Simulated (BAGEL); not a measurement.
# GeSiH5F (SMILES F[SiH2][GeH3]) at HF/STO-3G (density fitting with qzvpp-jkfit)

What is the vertical ionisation energy of GeSiH5F at HF/STO-3G (density fitting with qzvpp-jkfit)? 

The calculation is run with BAGEL 1.2.2.

2 further runs of the same task are left out: 2 that didn't finish. Runs told in other sessions of the task aren't counted.

## (1) The structure to begin with

GeSiH5F: 8 atoms, total charge 0, spin state singlet. As SMILES, `F[SiH2][GeH3]`. Geometry: relaxed at PBE0-D4/def2-TZVP.

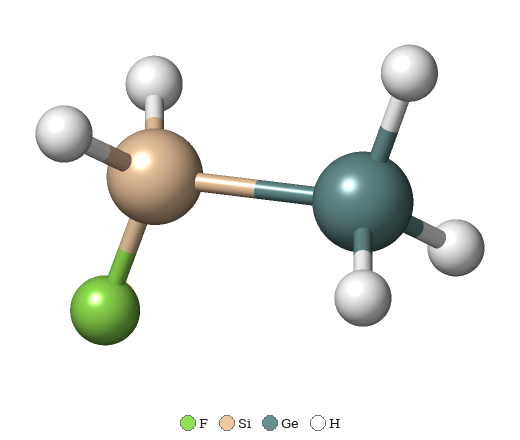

The structure, seen from a chosen angle (fluorine green, silicon light orange, germanium teal, hydrogen white).

## (2) A single-point energy at HF/STO-3G (density fitting with qzvpp-jkfit)

Input file job.json:

```json
{ "bagel": [

{
  "title": "molecule",
  "basis": "sto-3g",
  "df_basis": "qzvpp-jkfit",
  "angstrom": true,
  "geometry": [
    { "atom": "F", "xyz": [      -1.938100,       1.112400,      -0.414200 ] },
    { "atom": "Si", "xyz": [      -0.486300,       0.615800,      -0.887500 ] },
    { "atom": "Ge", "xyz": [       0.536200,      -0.636700,       0.858900 ] },
    { "atom": "H", "xyz": [      -0.666700,      -0.210900,      -2.108300 ] },
    { "atom": "H", "xyz": [       0.315100,       1.819700,      -1.226800 ] },
    { "atom": "H", "xyz": [       0.716700,       0.223700,       2.118800 ] },
    { "atom": "H", "xyz": [       1.922000,      -1.110700,       0.387600 ] },
    { "atom": "H", "xyz": [      -0.306700,      -1.870500,       1.215900 ] }
  ]
},

{ "title": "hf" },

{ "title": "print", "file": "orbitals.molden", "orbitals": true }

]}
```

Command:

```
$ BAGEL_NUM_THREADS=1 BAGEL job.json > job.out
```

Standard output:

```text
* using 1 threads per process

  ===============================================================
  ===============================================================

  *** Geometry ***

  { "atom" : "F", "xyz" : [     -3.662478,      2.102131,     -0.782725 ] },
  { "atom" : "Si", "xyz" : [     -0.918974,      1.163693,     -1.677132 ] },
  { "atom" : "Ge", "xyz" : [      1.013271,     -1.203189,      1.623086 ] },
  { "atom" : "H", "xyz" : [     -1.259880,     -0.398543,     -3.984110 ] },
  { "atom" : "H", "xyz" : [      0.595453,      3.438735,     -2.318316 ] },
  { "atom" : "H", "xyz" : [      1.354367,      0.422732,      4.003952 ] },
  { "atom" : "H", "xyz" : [      3.632054,     -2.098919,      0.732458 ] },
  { "atom" : "H", "xyz" : [     -0.579579,     -3.534733,      2.297718 ] },

  Number of auxiliary basis functions:      561

  Since a DF basis is specified, we compute 2- and 3-index integrals:
    o Being stored without compression. Storage requirement is 0.006 GB

  Number of basis functions:       37
  Number of electrons      :       60

    * METHOD: MOLECULE                             0.25

  *** RHF ***

  === Nuclear Repulsion ===
   256.9068552721

      * DIIS with orbital gradients will be used.

  === RHF iteration (sto-3g) ===
      0      -2438.28229024          0.00937107           0.04
      1      -2438.33765523          0.00183418           0.04
      2      -2438.34018130          0.00057633           0.04
      3      -2438.34053080          0.00007573           0.04
      4      -2438.34053691          0.00001084           0.04
      5      -2438.34053701          0.00000125           0.04
      6      -2438.34053701          0.00000028           0.04
      7      -2438.34053701          0.00000004           0.04
      8      -2438.34053701          0.00000001           0.04
      9      -2438.34053701          0.00000000           0.04
    * SCF iteration converged.

    * Permanent dipole moment:
           (   -0.330411,     0.103777,     0.129227) a.u.

    * METHOD: HF                                   0.55

    * METHOD: PRINT                                0.00

  ===============================================================
```

Run time: 0.93 s. Hardware: 1 thread of Arm Neoverse V1, shared host.

## (3) The doublet cation at the same level

Input file job.json:

```json
{ "bagel" : [

{
  "title" : "molecule",
  "basis" : "sto-3g",
  "df_basis" : "qzvpp-jkfit",
  "angstrom" : "true",
  "geometry" : [
    { "atom" : "F", "xyz" : [   -1.938100,    1.112400,   -0.414200 ] },
    { "atom" : "Si", "xyz" : [   -0.486300,    0.615800,   -0.887500 ] },
    { "atom" : "Ge", "xyz" : [    0.536200,   -0.636700,    0.858900 ] },
    { "atom" : "H", "xyz" : [   -0.666700,   -0.210900,   -2.108300 ] },
    { "atom" : "H", "xyz" : [    0.315100,    1.819700,   -1.226800 ] },
    { "atom" : "H", "xyz" : [    0.716700,    0.223700,    2.118800 ] },
    { "atom" : "H", "xyz" : [    1.922000,   -1.110700,    0.387600 ] },
    { "atom" : "H", "xyz" : [   -0.306700,   -1.870500,    1.215900 ] }
  ]
},
{
  "title" : "uhf",
  "charge" : 1,
  "nopen" : 1
},
{
  "title" : "print",
  "file" : "orbitals.molden",
  "orbitals" : "true"
}

]}
```

Command:

```
$ BAGEL_NUM_THREADS=1 BAGEL job.json > job.out
```

Standard output:

```text
* using 1 threads per process

  ===============================================================
  ===============================================================

  *** Geometry ***

  { "atom" : "F", "xyz" : [     -3.662478,      2.102131,     -0.782725 ] },
  { "atom" : "Si", "xyz" : [     -0.918974,      1.163693,     -1.677132 ] },
  { "atom" : "Ge", "xyz" : [      1.013271,     -1.203189,      1.623086 ] },
  { "atom" : "H", "xyz" : [     -1.259880,     -0.398543,     -3.984110 ] },
  { "atom" : "H", "xyz" : [      0.595453,      3.438735,     -2.318316 ] },
  { "atom" : "H", "xyz" : [      1.354367,      0.422732,      4.003952 ] },
  { "atom" : "H", "xyz" : [      3.632054,     -2.098919,      0.732458 ] },
  { "atom" : "H", "xyz" : [     -0.579579,     -3.534733,      2.297718 ] },

  Number of auxiliary basis functions:      561

  Since a DF basis is specified, we compute 2- and 3-index integrals:
    o Being stored without compression. Storage requirement is 0.006 GB

  Number of basis functions:       37
  Number of electrons      :       60

    * METHOD: MOLECULE                             0.25

  *** Open-shell HF ***

  === Nuclear Repulsion ===
   256.9068552721

      * DIIS with orbital gradients will be used.

  === UHF iteration (sto-3g) ===
      0      -2437.93952114          0.02516420           0.09
      1      -2438.03244968          0.00969899           0.08
      2      -2438.04328550          0.00323107           0.08
      3      -2438.04526439          0.00111517           0.08
      4      -2438.04623000          0.00100338           0.08
      5      -2438.04842231          0.00095525           0.08
      6      -2438.04889047          0.00096808           0.09
      7      -2438.04777531          0.00111043           0.08
      8      -2438.04879139          0.00107320           0.08
      9      -2438.04925902          0.00108196           0.08
[... 27 lines of this table left out ...]
     37      -2438.05859408          0.00000003           0.08
     38      -2438.05859408          0.00000002           0.08
     39      -2438.05859408          0.00000001           0.08
     40      -2438.05859408          0.00000001           0.08
    * SCF iteration converged.

    * S^2 (UHF) is 0.7620

    * Permanent dipole moment:
           (    1.094957,    -0.992625,     1.067100) a.u.

    * METHOD: UHF                                  3.50

    * METHOD: PRINT                                0.00

  ===============================================================
```

It took 3.9 s on 1 thread of Arm Neoverse V1, shared host.

## (4) What came out

At HF/STO-3G (density fitting with qzvpp-jkfit):

| quantity | value |
| --- | --- |
| singlet GeSiH5F: total energy | -2438.34054 Eh |
| singlet GeSiH5F: dipole moment | 0.94 D |
| singlet GeSiH5F: HOMO energy | -8.53 eV |
| singlet GeSiH5F: LUMO energy | 10.62 eV |
| singlet GeSiH5F: HOMO–LUMO gap | 19.15 eV |
| doublet cation: total energy | -2438.05859 Eh |
| doublet cation: ⟨S²⟩ | 0.762 |
| vertical ionisation energy (to the doublet cation) | 7.672 eV |

What this shows: Removing an electron at fixed nuclei costs 7.67 eV (177 kcal/mol). The negative HOMO energy of the first species, 8.53 eV, lies 0.85 eV above that difference. In a minimal basis such a difference can be off by several eV, whatever the method.
